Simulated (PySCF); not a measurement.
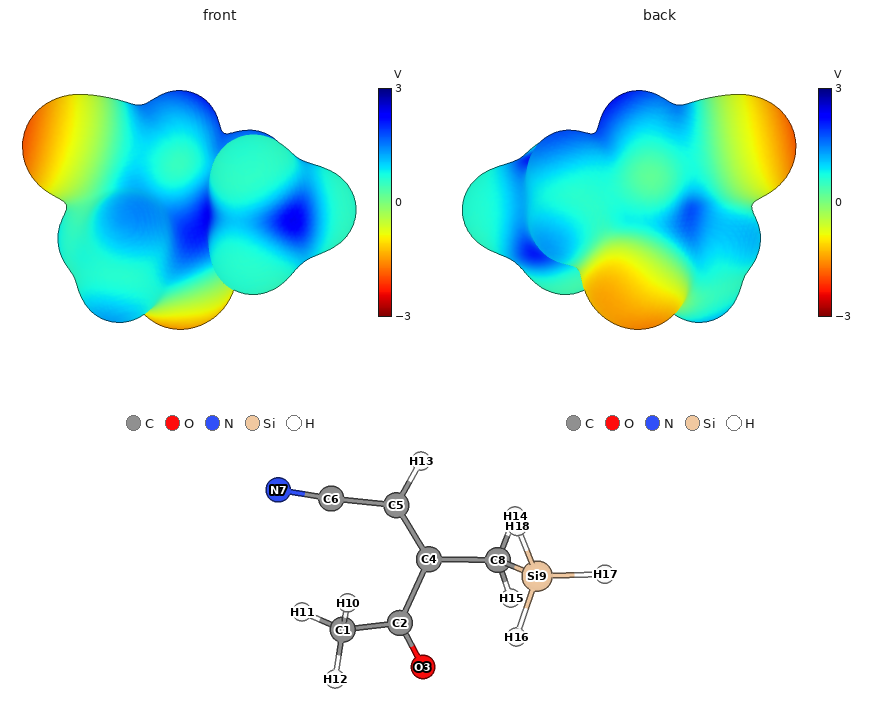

C$_{6}$H$_{9}$NOSi (SMILES CC(=O)/C(=C\C#N)C[SiH3]). The molecular electrostatic potential painted on the density surface at 0.004 e/bohr³, seen from the front and from behind; the colour scale runs from red (negative) to blue (positive). The bare structure is drawn below in the same view.

Geometry: GFN2-xTB.

Method: PySCF, PBE0/pcSseg-1, SCF density, gas phase, non-relativistic.

Input

```
{"job": {"kind": "nmr", "xc": "PBE0", "basis": "pcSseg-1"}, "charge": 0, "multiplicity": 1}
C     -1.993235     0.422855     0.902932
C     -0.897445    -0.585982     0.707479
O     -0.724501    -1.509899     1.468877
C      0.016640    -0.393837    -0.461539
C     -0.367814     0.127969    -1.641492
C     -1.652972     0.558177    -1.995276
N     -2.685220     0.918455    -2.348962
C      1.406728    -0.834242    -0.221376
Si     2.343173     0.477089     0.824639
H     -1.638322     1.431482     0.706465
H     -2.805852     0.210173     0.210013
H     -2.376191     0.345791     1.917703
H      0.351927     0.204711    -2.449620
H      1.934561    -1.007496    -1.158185
H      1.387593    -1.762101     0.350291
H      1.666862     0.640873     2.108278
H      3.713737    -0.002030     0.986539
H      2.311572     1.740014     0.081576
```

Command:

```sh
OMP_NUM_THREADS=1 python probes_run.py task.json out
```

Where is the surface potential most negative and most positive?

The most negative region (about −1.8 V) lies over N7, the most positive (about +2.2 V) over Si9. N7 is the likeliest acceptor of a hydrogen bond.
